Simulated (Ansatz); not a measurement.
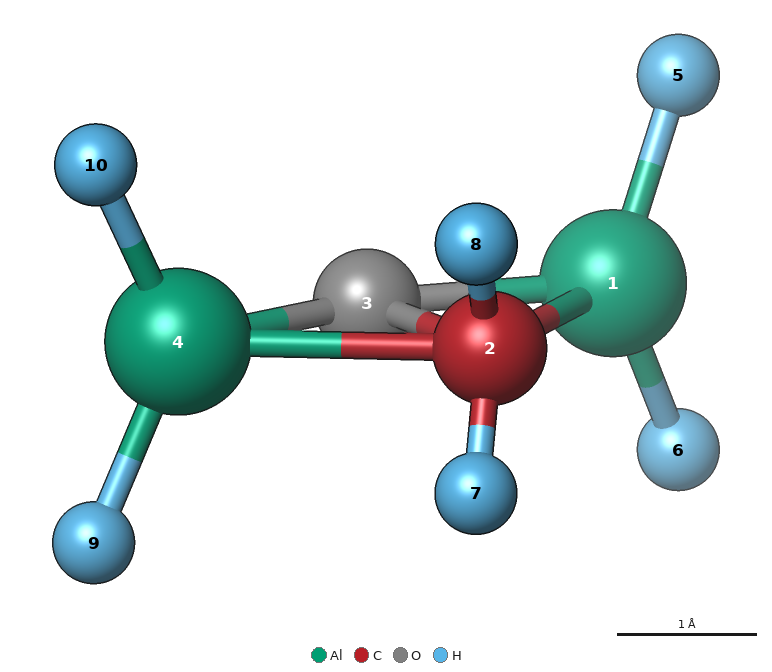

Orthographic view. Depth is shown by fading: the farther an atom, the more it takes the colour of the background. The geometry was computed by an optimisation with PBE0-D4/def2-TZVP.

Give the geometry as a Z-matrix, atoms in numerical order, with these reference atoms: 2 to 1; 3 to 2, 1; 4 to 3, 2, 1; 5 to 1, 3, 2; 6 to 1, 5, 3; 7 to 2, 3, 4; 8 to 2, 7, 3; 9 to 4, 3, 2; 10 to 4, 9, 7.

```
Al 
C    1   1.980
O    2   1.524   1    62.2
Al   3   1.752   2    86.5   1  -179.6
H    1   1.582   3   112.8   2  -106.2
H    1   1.582   5   124.6   3   143.1
H    2   1.092   3   111.5   4    66.8
H    2   1.093   7   117.2   3   130.2
H    4   1.574   3   115.9   2   -94.4
H    4   1.574   9   127.5   7  -136.6
```
